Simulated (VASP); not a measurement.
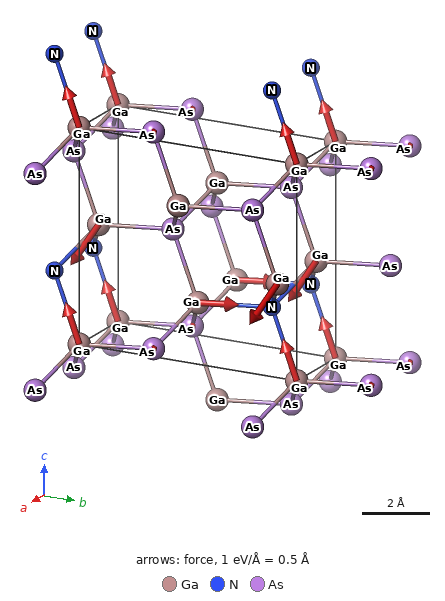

Starting geometry of a crystal of Ga4As3N (a generated structure, set up in Cm) with the computed forces as red arrows. Style: ball-and-stick. Shown: the cell of the calculation, slightly off an axis.

The run lets cell and atoms move.

All numbers below come from VASP 6.6.1, Kohn-Sham DFT of a periodic cell, LDA, VASP PAW LDA potentials, recommended.

The input:
```
  PREC = Accurate
  ENCUT = 300
  EDIFF = 1E-6
  ISMEAR = 0
  SIGMA = 0.02
  LREAL = False
  LASPH = True
  NELM = 80
  ALGO = Fast
  ISIF = 3
  LWAVE = False
  LCHARG = False
  IBRION = 2
  NSW = 60
  EDIFFG = -0.01
  KPAR = 2
```

Launched with:
```bash
cat potpaw_LDA.64/Ga_d/POTCAR potpaw_LDA.64/N/POTCAR potpaw_LDA.64/As/POTCAR > POTCAR
mpirun -np 2 vasp_std > vasp.out
```

Q: What follows when this structure is relaxed?

A: It isn't relaxed: the largest force vector, on a Ga atom, is 3.17 eV/Å. The atoms end up moving mostly along the starting forces (cosine between the two patterns 0.94). The largest move relative to the cell is that of a Ga atom, 0.38 Å roughly along [1 2 0]. Largest moves by element: Ga 0.38 Å, As 0.14 Å, N 0.03 Å. The volume changes by −8.3 %, with a 3.846 → 3.776 Å (−1.8 %), b 6.662 → 6.480 Å (−2.7 %), c 6.662 → 6.415 Å (−3.7 %), α 99.6° → 100.3°, γ 106.8° → 106.9°. Near-neighbour distances that change, for instance: Ga–N 2.355 → 1.926 Å, Ga–N 2.355 → 1.963 Å, Ga–N 2.355 → 2.121 Å, As–Ga 2.355 → 2.486 Å. Among the angles between lasting bonds that change: N–Ga–N 109.5° → 125.7°, Ga–N–Ga 109.5° → 125.7°, As–Ga–As 109.5° → 95.4°. The space group stays Cm (No. 8). Over 26 geometry steps the energy falls by 256 meV per atom. The largest force component goes from 3.2 to 0.0069 eV/Å. Pressure: −4.25 GPa at the start and −0.03 GPa at the end.
